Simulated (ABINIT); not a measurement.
# PbO (P4/nmm): G0W0 with ABINIT, start to end, part 3 of 3

Wanted: ground state, empty states, screening and self-energy for PbO (P4/nmm).

ABINIT 10.8.3; PBE and many-body steps on it, plane waves. Known limits of the many-body steps: not at the basis limit; no spin-orbit coupling; coarse k mesh.

So far. Step 3 (Bands along the symmetry lines): The gap is 1.125 eV, −0.001 eV from the run before at this level. Step 4 (Empty states on the mesh, 4×4×2 mesh, 90 bands): On this mesh the gap is 1.126 eV.

The database entry behind the starting cell differs from later determinations by our own check (c about 1 % long), so it need not match the best structure at ambient conditions.

## Step 5: Screening, 4×4×2 mesh, 82 bands, screening to 98 eV

The RPA dielectric matrix is built and inverted for each q.

This step: RPA screening on PBE, plane waves, norm-conserving pseudopotentials.

Contents of run.abi:

```
acell 3*1.0 Angstrom
rprim 
  3.960000000000 0.000000000000 0.000000000000
  0.000000000000 3.960000000000 0.000000000000
  0.000000000000 0.000000000000 5.070000000000
ntypat 2
znucl 82 8
natom 4
typat 1 1 2 2
xred 
  0.000000000000 0.500000000000 0.238990104021
  0.500000000000 0.000000000000 0.761009895979
  0.000000000000 0.000000000000 0.000000000000
  0.500000000000 0.500000000000 0.000000000000
pp_dirpath "pseudos"
pseudos "Pb.upf, O.upf"
ecut 42
ngkpt 4 4 2
nshiftk 1
shiftk 0 0 0
kptopt 1
chksymbreak 0
istwfk *1
occopt 1
irdwfk 1
optdriver 3
nband 82
ecuteps 3.6
inclvkb 2
awtr 1
symchi 1
indata_prefix "in"
outdata_prefix "out"
tmpdata_prefix "tmp"
```

Started as:

```console
> OMP_NUM_THREADS=1 mpirun -n 4 abinit run.abi > log
```

Numbers of over 12 decimals in the logs are rounded to 6 here.

The program printed:

```text
.Version 10.8.3 of ABINIT. v10.8.2 released Aug 2026.

 Symmetries : space group P4/n m m (#129); Bravais tP (primitive tetrag.)
[... echo of the input left out ...]
== DATASET  1 ==================================================================
-   mpi_nproc: 4, omp_nthreads: 1 (-1 if OMP is not activated)

--- !DatasetInfo
iteration_state: {dtset: 1, }
dimensions: {natom: 4, nkpt: 12, mband: 82, nsppol: 1, nspinor: 1, nspden: 1, mpw: 7032, }
cutoff_energies: {ecut:  42.0, pawecutdg:  -1.0, }
electrons: {nelect:   5.60000000E+01, charge:   0.00000000E+00, occopt:   1.00000000E+00, tsmear:   1.00000000E-02, }

 SCREENING: Calculation of the susceptibility and dielectric matrices

 Based on a program developped by R.W. Godby, V. Olevano, G. Onida, and L. Reining.
 Incorporated in ABINIT by V. Olevano, G.-M. Rignanese, and M. Torrent.
.Using double precision arithmetic ; gwpc =  8

[... cell and pseudopotentials left out ...]
--------------------------------------------------------------------------------

 ==== K-mesh for the wavefunctions ====
 Number of points in the irreducible wedge :    12
[... list of points left out ...]
 Together with 16 symmetry operations and time-reversal symmetry
 yields    32 points in the full Brillouin Zone.

 ==== Q-mesh for the screening function ====
 Number of points in the irreducible wedge :    12
[... list of points left out ...]
 Together with 16 symmetry operations and time-reversal symmetry
 yields    32 points in the full Brillouin Zone.

 setmesh: FFT mesh size selected  =    30x   30x   40
          total number of points  =        36000

 vcoul_init : cutoff-mode = AUXILIARY_FUNCTION
 q-points for optical limit:   1
     1)      0.000010    0.000020    0.000030

- screening: taking advantage of time-reversal symmetry
- Maximum band index for partially occupied states nbvw = 28
- Remaining bands to be divided among processors   nbcw = 54
- Number of bands treated by each node ~13

 Number of electrons calculated from density =   56.0000; Expected =   56.0000
 average of density, n =  0.104374
 r_s =    1.3176
 omega_plasma =   31.1639 [eV]

 calculating chi0 at frequencies [eV] :
  1    0.000000E+00    0.000000E+00
  2    0.000000E+00    3.116392E+01

--------------------------------------------------------------------------------
  q-point number  1        q = ( 0.000000, 0.000000, 0.000000) [r.l.u.]
--------------------------------------------------------------------------------
[... chi0 elements left out ...]
 For q-point:  0.000010 0.000020 0.000030
  dielectric constant =   6.4799
  dielectric constant without local fields =   7.2782

  Average fulfillment of the sum rule on Im[epsilon] for q-point    1 :     42.42  [%]
[... wings left out ...]
  q-point number  2        q = ( 0.250000, 0.000000, 0.000000) [r.l.u.]
--------------------------------------------------------------------------------
[... chi0 elements left out ...]
  Average fulfillment of the sum rule on Im[epsilon] for q-point    2 :     57.88  [%]

 [... 10 further q-points ...]
```

Elapsed: 55 s, on 4 MPI ranks of AMD EPYC 7R43, shared host; peak memory 1.8 GiB; 3.6 min of CPU time.

This step gave:

```
ε∞ with local fields, on this mesh, along the program's q direction : 6.480
the same without local fields                                       : 7.278
plasma frequency                                                    : 31.16 eV
plane waves in the screening matrix                                 : 165
```

Local fields lower ε∞ by 11 %. On a Γ-centred mesh this coarse the value itself is usually too large, while a short band sum pulls it down.

## Step 6: Self-energy, 4×4×2 mesh, 82 bands, screening to 98 eV

The self-energy is evaluated for the states that the input lists, and the levels follow from it, in one-shot runs by the linearised quasiparticle equation.

This step: G0W0 on PBE, plane waves, norm-conserving pseudopotentials.

run.abi, as its differences from that of step 5:

```diff
@@ -25,8 +25,17 @@
 irdwfk 1
-optdriver 3
+optdriver 4
 nband 82
+gwcalctyp 0
+ecutsigx 42
+symsigma 1
+nkptgw 2
+kptgw 
+  0.0000000000 0.0000000000 0.0000000000
+  0.5000000000 0.5000000000 0.0000000000
+bdgw 
+  26 30
+  27 30
 ecuteps 3.6
-inclvkb 2
-awtr 1
-symchi 1
+irdscr 1
+ppmodel 1
 indata_prefix "in"
```

The program printed:

```text
.Version 10.8.3 of ABINIT. v10.8.2 released Aug 2026.

 Symmetries : space group P4/n m m (#129); Bravais tP (primitive tetrag.)
[... echo of the input left out ...]
== DATASET  1 ==================================================================
-   mpi_nproc: 4, omp_nthreads: 1 (-1 if OMP is not activated)

--- !DatasetInfo
iteration_state: {dtset: 1, }
dimensions: {natom: 4, nkpt: 12, mband: 82, nsppol: 1, nspinor: 1, nspden: 1, mpw: 7032, }
cutoff_energies: {ecut:  42.0, pawecutdg:  -1.0, }
electrons: {nelect:   5.60000000E+01, charge:   0.00000000E+00, occopt:   1.00000000E+00, tsmear:   1.00000000E-02, }

 SIGMA: Calculation of the GW corrections

 Based on a program developped by R.W. Godby, V. Olevano, G. Onida, and L. Reining.
 Incorporated in ABINIT by V. Olevano, G.-M. Rignanese, and M. Torrent.
.Using double precision arithmetic ; gwpc =  8

[... cell and pseudopotentials left out ...]
--------------------------------------------------------------------------------

 ==== K-mesh for the wavefunctions ====
 Number of points in the irreducible wedge :    12
[... list of points left out ...]
 Together with 16 symmetry operations and time-reversal symmetry
 yields    32 points in the full Brillouin Zone.

 ==== Q-mesh for screening function ====
 Number of points in the irreducible wedge :    12
[... list of points left out ...]
 Together with 16 symmetry operations and time-reversal symmetry
 yields    32 points in the full Brillouin Zone.

 vcoul_init : cutoff-mode = AUXILIARY_FUNCTION
 q-points for optical limit:   1
     1)      0.000010    0.000020    0.000030
 setmesh: FFT mesh size selected  =    48x   48x   60
          total number of points  =       138240

 Number of electrons calculated from density =   56.0000; Expected =   56.0000
 average of density, n =  0.104374
 r_s =    1.3176
 omega_plasma =   31.1639 [eV]

 === KS Band Gaps ===
  >>>> For spin  1
   Minimum direct gap =   2.1149 [eV], located at k-point      :   0.5000  0.5000  0.0000
   Fundamental gap    =   1.1262 [eV], Top of valence bands at :   0.0000  0.0000  0.0000
                                       Bottom of conduction at :   0.5000  0.5000  0.0000
 SIGMA fundamental parameters:
 PLASMON POLE MODEL  1
 number of plane-waves for SigmaX                 6975
 number of plane-waves for SigmaC and W            165
 number of plane-waves for wavefunctions          6975
 number of bands                                    82
 number of independent spin polarizations            1
 number of spinorial components                      1
 number of k-points in IBZ                          12
 number of q-points in IBZ                          12
 number of symmetry operations                      16
 number of k-points in BZ                           32
 number of q-points in BZ                           32
 number of frequencies for dSigma/dE                 9
 frequency step for dSigma/dE [eV]                0.25
 number of omega for Sigma on real axis              0
 max omega for Sigma on real axis  [eV]           0.00
 zcut for avoiding poles [eV]                     0.10

 EPSILON^-1 parameters (SCR file):
 dimension of the eps^-1 matrix on file            165
 dimension of the eps^-1 matrix used               165
 number of plane-waves for wavefunctions          6975
 number of bands                                    82
 number of q-points in IBZ                          12
 number of frequencies                               2
 number of real frequencies                          1
 number of imag frequencies                          1

 matrix elements of self-energy operator (all in [eV])

 Perturbative Calculation

--- !SelfEnergy_ee
iteration_state: {dtset: 1, }
kpoint     : [   0.000,    0.000,    0.000, ]
spin       : 1
KS_gap     :    2.411
QP_gap     :    2.831
Delta_QP_KS:    0.420
data: !SigmaeeData |
     Band     E0 <VxcDFT>   SigX SigC(E0)      Z dSigC/dE  Sig(E)    E-E0       E
       26   5.510 -19.674 -24.500   5.204   0.762  -0.312 -19.386   0.289   5.799
       27   5.510 -19.674 -24.500   5.204   0.762  -0.312 -19.386   0.289   5.799
       28   7.102 -18.067 -20.547   2.914   0.793  -0.261 -17.722   0.345   7.447
       29   9.513 -12.427  -8.463  -3.050   0.836  -0.196 -11.663   0.764  10.278
       30  12.630 -11.343  -6.804  -3.538   0.836  -0.197 -10.506   0.837  13.466

--- !SelfEnergy_ee
iteration_state: {dtset: 1, }
kpoint     : [   0.500,    0.500,    0.000, ]
spin       : 1
KS_gap     :    2.115
QP_gap     :    2.048
Delta_QP_KS:   -0.067
data: !SigmaeeData |
     Band     E0 <VxcDFT>   SigX SigC(E0)      Z dSigC/dE  Sig(E)    E-E0       E
       27   6.114 -20.441 -25.102   5.206   0.762  -0.313 -20.026   0.415   6.528
       28   6.114 -20.441 -25.102   5.206   0.762  -0.313 -20.026   0.415   6.528
       29   8.228 -10.088  -6.818  -2.855   0.839  -0.192  -9.740   0.348   8.577
       30   8.228 -10.089  -6.818  -2.855   0.839  -0.192  -9.740   0.348   8.577

== END DATASET(S) ==============================================================
================================================================================

 -outvars: echo values of variables after computation  --------
           etotal      0.0000000000E+00
            nband          82
             nkpt          12
          spgroup         129
 [... the other variables as echoed above ...]

 Calculation completed.
```

The job ended after 11 s (4 MPI ranks; peak memory 1.5 GiB; 42 s of CPU time).

This step gave:

- G0W0 gap on the points computed: 1.13 eV
- starting gap on the mesh: 1.126 eV
- k of the valence top: 0, 0, 0
- k of the conduction bottom: 0.5, 0.5, 0
- Z at the valence top: 0.793
- Z at the conduction bottom: 0.839
- least direct G0W0 gap on the computed points: 2.049 eV

The gap on the mesh goes from 1.13 eV to 1.13 eV, a correction of +0.004 eV.

Limits: finite bands, cutoff and mesh; no spin-orbit coupling; coarse k mesh. v1 is the top filled band, c1 the lowest empty one. The levels before and after the correction (eV, zero at the valence-band top of each column):

```csv
,conduction bottom,valence top
Kohn-Sham,1.13,0.00
G0W0,1.13,0.00
```

```csv
,level,energy (eV)
Kohn-Sham,Γ v3-v2,-1.592
Kohn-Sham,Γ v1,0.000
Kohn-Sham,Γ c1,2.411
Kohn-Sham,Γ c2,5.527
Kohn-Sham,(0.5 0.5 0) v2-v1,-0.989
Kohn-Sham,(0.5 0.5 0) c1-c2,1.126
G0W0,Γ v3-v2,-1.648
G0W0,Γ v1,0.000
G0W0,Γ c1,2.831
G0W0,Γ c2,6.019
G0W0,(0.5 0.5 0) v2-v1,-0.919
G0W0,(0.5 0.5 0) c1-c2,1.130
```

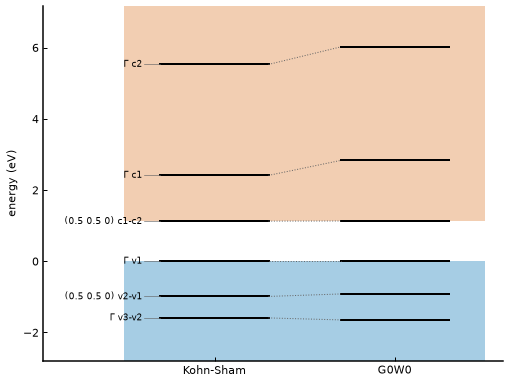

Levels before and after the correction. Shaded: valence and conduction bands.

## Step 7: Where the time went

Times are wall times on 4 MPI ranks of AMD EPYC 7R43, shared host, good to a factor of about two.

```csv
step,time,share,memory (GiB)
ground state,80 s,31 %,0.48
bands along the symmetry lines,72 s,27 %,0.6
empty states on the mesh,44 s,17 %,0.46
screening,55 s,21 %,1.8
self-energy,11 s,4 %,1.5
```

## Step 8: Summary of results

| Quantity | Value |
| --- | --- |
| PBE gap | 1.13 eV, indirect |
| G0W0 gap on the mesh | 1.13 eV |
| GW settings | 4×4×2 mesh, 82 bands, screening to 98 eV, Godby-Needs plasmon pole |
| known limits | not at the basis limit; no spin-orbit coupling; coarse k mesh |

What this shows: G0W0 moves the gap on the mesh from 1.13 eV to 1.13 eV (+0.004 eV), with Z of 0.79 and 0.84 at the edges. Local fields lower the RPA ε∞ on this mesh from 7.28 to 6.48; a Γ-centred mesh this coarse tends to raise both, most where the direct gap is narrow, while a short band sum lowers them. Only 2 of the mesh's irreducible points were corrected, so a valley elsewhere could overtake. Bands and cutoff are finite, so the gap is not at the basis limit. The miss can reach some tenths of an eV and take either sign; the mesh is an error of its own. In the G0W0 run levels were corrected at 2 k points alone, so a gap called «on the mesh» is the least over those, and an edge elsewhere would be missed. The 4×4×2 mesh is coarse for this cell, which bears on the long-range parts of exchange and screening. Where an edge is built on 6p states of lead, bismuth or thallium, scalar-relativistic gaps usually stand too wide, by a few tenths to over one eV. The many-body steps are scalar-relativistic: spin-orbit coupling is not in them.

[Paths, hosts, dates, memory and timing lines, banners, echoed tables and standing remarks are left out of the program output.]

[Logs are printed without paths, hosts, clocks, repeated set-up lines and the standing remarks that a program may print on its own settings, such as how far it seeks lower states.]

[Runs of the session that timed out or met a known fault of the program may be left out.]

[Hosts, paths, dates, database ids (printed as entryN), source tags and the programs' standing remarks are cut or masked in the printed files.]

[G0W0 gaps are taken among the corrected bands and points alone; a level outside them can change the order at an edge.]

[Where Ansatz stands beside ABINIT at settings called matched, ABINIT's density can come from a denser mesh and the files from another edition; pairs whose starting gaps differed by over 0.03 eV were left out, so agreement reads better than it is.]
